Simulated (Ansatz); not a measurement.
# CH₃Ga (triplet): the correlation ladder at a displaced geometry (v2), cc-pVDZ

How much of the correlation energy of CH₃Ga (triplet) does each wave-function method recover here?

The runs use Ansatz 0.2.0, Gaussian basis; cc-pVDZ, core rule «outside noble gas», up to 15 orbitals frozen.

To be run: UHF; CCSD(T) on ROHF; CCSD(T) on UHF; BCCD(T) on ROHF; CISD as a restricted active space (open shells left free, so some higher excitations enter); CCSDT(Q) on ROHF; CCSDT(Q) on UHF.

20 further runs of the same task are left out: 2 for a known fault of the program, 7 that didn't finish, 11 set aside as unsound or not needed. Runs told in other sessions of the task aren't counted.

## Step 1: What is computed

The geometry is a PBE0/def2-TZVP stationary point (not a proven minimum) with its atoms shifted at random (size 0.100 Å). No spin-orbit coupling is included. The filled d shell of Ga may be among the frozen orbitals whatever the setting's name suggests.

5 atoms, charge 0, spin multiplicity 3.

Atoms are counted from 1 here; the program's logs count them from 0.

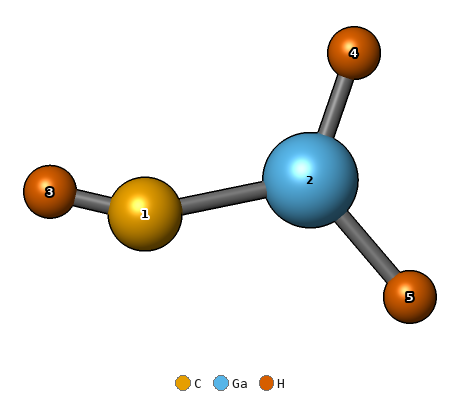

The structure; carbon amber, gallium blue, hydrogen orange; atoms are numbered from 1 in the order of the file.

Coordinates:

```xyz
5
CH3Ga
C     0.1380   -0.0934    1.6146
Ga   -0.0268    0.0130   -0.2850
H     0.0498    0.3057    2.6170
H     0.1329    1.3362   -0.9581
H     0.0298   -1.4305   -1.1867
```

In the tables R marks a restricted open-shell determinant and U an unrestricted one; energies count from the table's Hartree-Fock row.

## Step 2: UHF

in.yaml reads:

```yaml
crystal:
  periodic: [false, false, false]
  atoms:
    - {symbol: C, position_ang: [0.138026, -0.093407, 1.614560]}
    - {symbol: Ga, position_ang: [-0.026848, 0.013033, -0.284957]}
    - {symbol: H, position_ang: [0.049772, 0.305744, 2.617044]}
    - {symbol: H, position_ang: [0.132881, 1.336224, -0.958069]}
    - {symbol: H, position_ang: [0.029822, -1.430481, -1.186689]}
basis:
  gaussian: {orbitals: cc-pVDZ}
magnetization: {spin_polarized: true, initial_magnetization: 2}
hamiltonian: {xc: hf}
output: {orbitals: {seedname: orbitals}}
```

Launch:

```console
$ ansatz run in.yaml --threads 1 --pin off --events-out ev --progress --plain --max-ram 2393MiB
```

Standard output:

```text
Functional definition: HF
  name "HF"
  cite "Fock, Z. Phys. 61, 126 (1930) doi:10.1007/BF01340294"
  parent pbe
  exchange = exact_x
  correlation = 0
585 factors; integrals over basis functions are off by at most 8.8e-4 eV
mean field evaluation 1: about -53407.0167 eV, gradient 1.0e1 eV
mean field evaluation 2: about -53407.0379 eV, gradient 1.0e1 eV
mean field evaluation 4: about -53408.2017 eV, gradient 1.5e0 eV
mean field evaluation 8: about -53408.2362 eV, gradient 7.1e-2 eV
mean field -53408.23639660 eV, -1962.7164861721 hartree, gradient 3.0e-5 eV, S^2 2.021980; 0 other end points of the search recorded, 0 dependent functions left out
reference -53408.23639660 eV, -1962.7164861721 hartree; 21, 19 occupied and 35, 37 virtual orbitals, 585 factors
Total energy: -53408.23639660 eV, -1962.7164861721 hartree
```

It took 0.45 s on 1 thread of Intel Xeon 6975P-C, shared host.

From the report: ⟨S²⟩ of the determinant 2.022 (pure triplet: 2.00).

## Step 3: CCSD(T) on ROHF

in.yaml, as its differences from that of step 2:

```diff
@@ -10,4 +10,4 @@
   gaussian: {orbitals: cc-pVDZ}
-magnetization: {spin_polarized: true, initial_magnetization: 2}
-hamiltonian: {xc: hf}
-output: {orbitals: {seedname: orbitals}}
+magnetization: {spin_polarized: false, initial_magnetization: 2}
+correlation: {method: ccsd_t, electrons: outside_noble_gas}
+output: {forces: true}
```

Same command.

Standard output, cut to the lines that bear on the results:

```text
Functional definition: HF
  name "HF"
  cite "Fock, Z. Phys. 61, 126 (1930) doi:10.1007/BF01340294"
  parent pbe
[...]
585 factors; integrals over basis functions are off by at most 8.8e-4 eV
[...]
mean field -53408.04615724 eV, -1962.7094950046 hartree, gradient 2.7e-6 eV, S^2 2.000000; 0 other end points of the search recorded, 0 dependent functions left out
[...]
15 core orbitals not correlated: weight in the atoms' cores, before any rotation towards them, 0.996 or more for the frozen orbitals, at most 0.006 for the correlated occupied ones
reference -53408.04615724 eV, -1962.7094950046 hartree; 6, 4 occupied and 35, 37 virtual orbitals, 585 factors
second order -4.18252212 eV of doubles, -0.10364581 eV of singles
cycle   1  -4.99101613 eV  change   -7.0e-1 eV  update   6.1e-2
[...]
cycle  13  -5.25101275 eV  change    2.3e-6 eV  update   1.6e-6
perturbative correction -0.10553882 eV, -0.0038784802 hartree
[...]
Total energy: -53413.40270881 eV, -1962.9063446442 hartree
Atom 0 at     0.138026    -0.093407     1.614560 Å, force    -0.158582    -0.306166     0.132049 eV/Å
Atom 1 at    -0.026848     0.013033    -0.284957 Å, force     0.430836    -2.380032    -0.779952 eV/Å
Atom 2 at     0.049772     0.305744     2.617044 Å, force     0.018174     0.225483     0.630631 eV/Å
Atom 3 at     0.132881     1.336224    -0.958069 Å, force    -0.069889     1.376170    -0.714607 eV/Å
Atom 4 at     0.029822    -1.430481    -1.186689 Å, force    -0.220539     1.084545     0.731879 eV/Å
Dipole moment:    -0.106303     0.144526     0.103564 e Å
```

Run time: 2.9 s. Hardware: 1 thread of Intel Xeon 6975P-C, shared host.

From the report: correlation -5.3566 eV; T1 0.021; largest double amplitude 0.04.

## Step 4: CCSD(T) on UHF

in.yaml, as its differences from that of step 3:

```diff
@@ -10,3 +10,3 @@
   gaussian: {orbitals: cc-pVDZ}
-magnetization: {spin_polarized: false, initial_magnetization: 2}
+magnetization: {spin_polarized: true, initial_magnetization: 2}
 correlation: {method: ccsd_t, electrons: outside_noble_gas}
```

The command is unchanged.

Standard output, cut to the lines that bear on the results:

```text
Functional definition: HF
  name "HF"
  cite "Fock, Z. Phys. 61, 126 (1930) doi:10.1007/BF01340294"
  parent pbe
[...]
585 factors; integrals over basis functions are off by at most 8.8e-4 eV
[...]
mean field -53408.23639660 eV, -1962.7164861721 hartree, gradient 2.3e-6 eV, S^2 2.021980; 0 other end points of the search recorded, 0 dependent functions left out
15 core orbitals not correlated: weight in the atoms' cores, before any rotation towards them, 0.996 or more for the frozen orbitals, at most 0.006 for the correlated occupied ones
reference -53408.23639660 eV, -1962.7164861721 hartree; 6, 4 occupied and 35, 37 virtual orbitals, 585 factors
second order -4.10042948 eV of doubles, -0.00000000 eV of singles
cycle   1  -4.79217282 eV  change   -6.9e-1 eV  update   6.1e-2
[...]
cycle  13  -5.06527086 eV  change    2.2e-6 eV  update   1.6e-6
perturbative correction -0.10256665 eV, -0.0037692550 hartree
[...]
Total energy: -53413.40423411 eV, -1962.9064006979 hartree
Atom 0 at     0.138026    -0.093407     1.614560 Å, force    -0.158745    -0.305585     0.131273 eV/Å
Atom 1 at    -0.026848     0.013033    -0.284957 Å, force     0.431060    -2.380436    -0.778164 eV/Å
Atom 2 at     0.049772     0.305744     2.617044 Å, force     0.018191     0.225152     0.629618 eV/Å
Atom 3 at     0.132881     1.336224    -0.958069 Å, force    -0.069911     1.376113    -0.714533 eV/Å
Atom 4 at     0.029822    -1.430481    -1.186689 Å, force    -0.220594     1.084756     0.731806 eV/Å
Dipole moment:    -0.106352     0.144597     0.103579 e Å
```

Wall time 2.7 s (1 thread of Intel Xeon 6975P-C, shared host).

From the report: ⟨S²⟩ of the determinant 2.022 (pure triplet: 2.00); correlation -5.1678 eV; T1 0.015; largest double amplitude 0.04.

## Step 5: BCCD(T) on ROHF

in.yaml, as its differences from that of step 4:

```diff
@@ -10,4 +10,3 @@
   gaussian: {orbitals: cc-pVDZ}
-magnetization: {spin_polarized: true, initial_magnetization: 2}
-correlation: {method: ccsd_t, electrons: outside_noble_gas}
-output: {forces: true}
+magnetization: {spin_polarized: false, initial_magnetization: 2}
+correlation: {method: bccd_t, electrons: outside_noble_gas}
```

The command is unchanged.

Standard output, cut to the lines that bear on the results:

```text
Functional definition: HF
  name "HF"
  cite "Fock, Z. Phys. 61, 126 (1930) doi:10.1007/BF01340294"
  parent pbe
[...]
585 factors; integrals over basis functions are off by at most 8.8e-4 eV
[...]
mean field -53408.04615724 eV, -1962.7094950046 hartree, gradient 2.7e-6 eV, S^2 2.000000; 0 other end points of the search recorded, 0 dependent functions left out
[...]
15 core orbitals not correlated: weight in the atoms' cores, before any rotation towards them, 0.996 or more for the frozen orbitals, at most 0.006 for the correlated occupied ones
reference -53408.04615724 eV, -1962.7094950046 hartree; 6, 4 occupied and 35, 37 virtual orbitals, 585 factors
second order -4.18252212 eV of doubles, -0.10364581 eV of singles
cycle   1  -5.01075351 eV  change   -7.2e-1 eV  update   6.1e-2
[...]
cycle  11  -5.24887350 eV  change    4.3e-7 eV  update   9.3e-6
perturbative correction -0.10830071 eV, -0.0039799775 hartree
Total energy: -53413.40333145 eV, -1962.9063675256 hartree
```

Wall time 1.3 s (1 thread of Intel Xeon 6975P-C, shared host).

From the report: correlation -5.3572 eV; largest double amplitude 0.04.

## Step 6: CISD as a restricted active space (open shells left free, so some higher excitations enter)

in.yaml, as its differences from that of step 5:

```diff
@@ -11,2 +11,2 @@
 magnetization: {spin_polarized: false, initial_magnetization: 2}
-correlation: {method: bccd_t, electrons: outside_noble_gas}
+correlation: {active_space: {ras: {orbitals: [4, 2, 35], electrons: 10, max_holes: 2, max_particles: 2}, fixed_orbitals: true}}
```

Same command.

Standard output:

```text
Functional definition: HF
  name "HF"
  cite "Fock, Z. Phys. 61, 126 (1930) doi:10.1007/BF01340294"
  parent pbe
  exchange = exact_x
  correlation = 0
585 factors; integrals over basis functions are off by at most 8.8e-4 eV
mean field evaluation 1: about -53406.9172 eV, gradient 1.2e1 eV
mean field evaluation 2: about -53406.9361 eV, gradient 1.2e1 eV
mean field evaluation 4: about -53408.0233 eV, gradient 1.8e0 eV
mean field evaluation 8: about -53408.0450 eV, gradient 2.2e-1 eV
mean field -53408.04615724 eV, -1962.7094950046 hartree, gradient 2.7e-6 eV, S^2 2.000000; 0 other end points of the search recorded, 0 dependent functions left out
reference -53408.04615724 eV, -1962.7094950046 hartree; 21, 19 occupied and 35, 37 virtual orbitals, 585 factors
state -53412.96057018 eV, -1962.8900963491 hartree
Total energy: -53412.96057018 eV, -1962.8900963491 hartree
```

It took 1.4 s on 1 thread of Intel Xeon 6975P-C, shared host.

From the report: 175,701 determinants.

## Step 7: CCSDT(Q) on ROHF

in.yaml, as its differences from that of step 6:

```diff
@@ -11,2 +11,2 @@
 magnetization: {spin_polarized: false, initial_magnetization: 2}
-correlation: {active_space: {ras: {orbitals: [4, 2, 35], electrons: 10, max_holes: 2, max_particles: 2}, fixed_orbitals: true}}
+correlation: {method: ccsdt_q, electrons: outside_noble_gas}
```

The command is unchanged.

Standard output, cut to the lines that bear on the results:

```text
Functional definition: HF
  name "HF"
  cite "Fock, Z. Phys. 61, 126 (1930) doi:10.1007/BF01340294"
  parent pbe
[...]
1087 factors; integrals over basis functions are off by at most 2.5e-7 eV
[...]
mean field -53408.04634876 eV, -1962.7095020429 hartree, gradient 1.5e-6 eV, S^2 2.000000; 0 other end points of the search recorded, 0 dependent functions left out
15 core orbitals not correlated: weight in the atoms' cores, before any rotation towards them, 0.996 or more for the frozen orbitals, at most 0.006 for the correlated occupied ones
reference -53408.04634876 eV, -1962.7095020429 hartree; 6, 4 occupied and 35, 37 virtual orbitals, 1087 factors
second order -4.18256505 eV of doubles, -0.10364588 eV of singles
cycle   1  -4.99103601 eV  change   -7.0e-1 eV  update   6.6e-2
[...]
cycle  17  -5.38134210 eV  change    4.4e-7 eV  update   5.6e-7
perturbative correction -0.00537074 eV, -0.0001973709 hartree
Total energy: -53413.43306160 eV, -1962.9074600884 hartree
```

Run time: 22 s. Hardware: 1 thread of Intel Xeon 6975P-C, shared host; peak memory 0.48 GiB.

From the report: correlation -5.3867 eV; T1 0.022; largest double amplitude 0.04.

## Step 8: CCSDT(Q) on UHF

in.yaml, as its differences from that of step 7:

```diff
@@ -10,3 +10,3 @@
   gaussian: {orbitals: cc-pVDZ}
-magnetization: {spin_polarized: false, initial_magnetization: 2}
+magnetization: {spin_polarized: true, initial_magnetization: 2}
 correlation: {method: ccsdt_q, electrons: outside_noble_gas}
```

Launched as before.

Standard output, cut to the lines that bear on the results:

```text
Functional definition: HF
  name "HF"
  cite "Fock, Z. Phys. 61, 126 (1930) doi:10.1007/BF01340294"
  parent pbe
[...]
1087 factors; integrals over basis functions are off by at most 2.5e-7 eV
[...]
mean field -53408.23658819 eV, -1962.7164932128 hartree, gradient 2.3e-6 eV, S^2 2.021980; 0 other end points of the search recorded, 0 dependent functions left out
15 core orbitals not correlated: weight in the atoms' cores, before any rotation towards them, 0.996 or more for the frozen orbitals, at most 0.006 for the correlated occupied ones
reference -53408.23658819 eV, -1962.7164932128 hartree; 6, 4 occupied and 35, 37 virtual orbitals, 1087 factors
second order -4.10047145 eV of doubles, -0.00000000 eV of singles
cycle   1  -4.79219239 eV  change   -6.9e-1 eV  update   6.7e-2
[...]
cycle  17  -5.19288056 eV  change    3.0e-7 eV  update   5.9e-7
perturbative correction -0.00544811 eV, -0.0002002143 hartree
Total energy: -53413.43491686 eV, -1962.9075282679 hartree
```

Run time: 19 s. Hardware: 1 thread of Intel Xeon 6975P-C, shared host; peak memory 0.41 GiB.

From the report: ⟨S²⟩ of the determinant 2.022 (pure triplet: 2.00); correlation -5.1983 eV; T1 0.016; largest double amplitude 0.04.

## Step 9: All levels against the top one

The yardstick is UCCSDT(Q), where the cluster series has nearly closed. Rows without a time are mean-field rows or come out of runs for another level: lower rungs of the coupled-cluster runs, or the Hartree-Fock search. The times of RCCSD(T), UCCSD(T) include forces.

Differences are taken before rounding.

| method | energy from the lowest ROHF (meV) | from UCCSDT(Q) (meV) | time |
| --- | --- | --- | --- |
| ROHF | 0.0 | +5388.8 |  |
| UHF | -190.2 | +5198.5 |  |
| RMP2 | -4286.2 | +1102.6 |  |
| UMP2 | -4290.7 | +1098.1 |  |
| RCCSD | -5251.0 | +137.7 |  |
| UCCSD | -5255.5 | +133.2 |  |
| RCCSD(T) | -5356.6 | +32.2 | 2.9 s |
| UCCSD(T) | -5358.1 | +30.7 | 2.7 s |
| BCCD(T) | -5357.2 | +31.6 | 1.3 s |
| RCCSDT | -5381.5 | +7.2 |  |
| UCCSDT | -5383.3 | +5.4 |  |
| RCCSDT(Q) | -5386.9 | +1.9 | 22 s |
| UCCSDT(Q) | -5388.8 | 0 | 19 s |

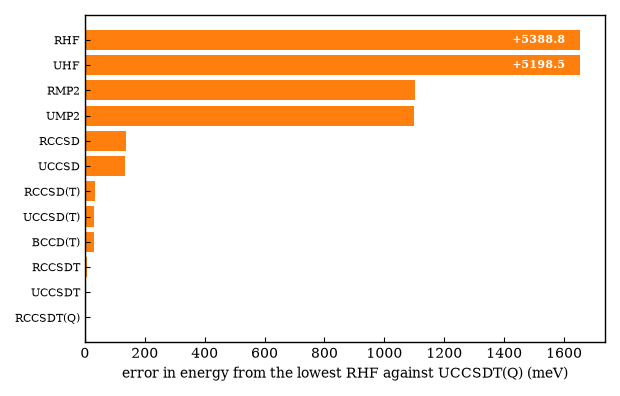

Deviations from UCCSDT(Q), method by method. Bars with a number in them are cut short.

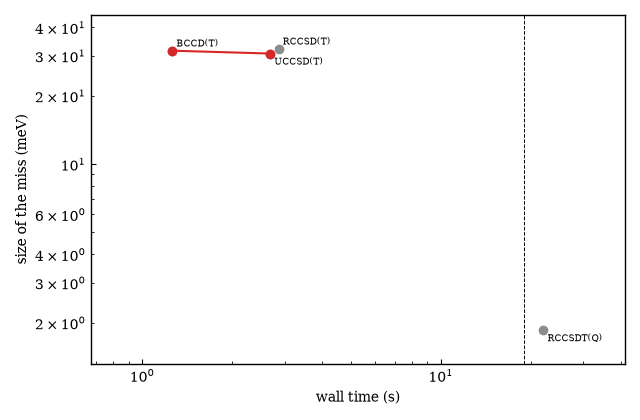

Accuracy for the time spent; red marks the levels that beat every quicker one drawn (of those quicker than the yardstick), and the dashed line is the time of UCCSDT(Q). Times are from a shared host.

Not comparable, so not listed: CISD as a restricted active space (open shells left free, so some higher excitations enter) (they don't share determinant, frozen orbitals or solution with the rows shown, or repeat one).

## Step 10: Outcome

```
                         quantity                                                   value
    UCCSDT(Q) from the ROHF energy                                              -5.3888 eV
              RMP2 from UCCSDT(Q)                                             +1102.6 meV
              UMP2 from UCCSDT(Q)                                             +1098.1 meV
             RCCSD from UCCSDT(Q)                                              +137.7 meV
          RCCSD(T) from UCCSDT(Q)                                               +32.2 meV
          UCCSD(T) from UCCSDT(Q)                                               +30.7 meV
         RCCSDT(Q) from UCCSDT(Q)                                                +1.9 meV
levels within 1 kcal/mol (43 meV)  RCCSD(T), UCCSD(T), BCCD(T), RCCSDT, UCCSDT, RCCSDT(Q)
                    T1 diagnostic                                                   0.021
```

**Reading.** RCCSD(T) lands +32.2 meV from the yardstick (0.6 % of the correlation energy). These misses are within one basis, not against nature; the frozen cores of restricted and unrestricted runs differ, which can shift their rows.

UCCSD(T) reaches 30.7 meV from the reference in 2.7 s, where UCCSDT(Q) took 19 s; the quickest level in the cost chart, BCCD(T), takes 1.3 s and misses by 31.6 meV.
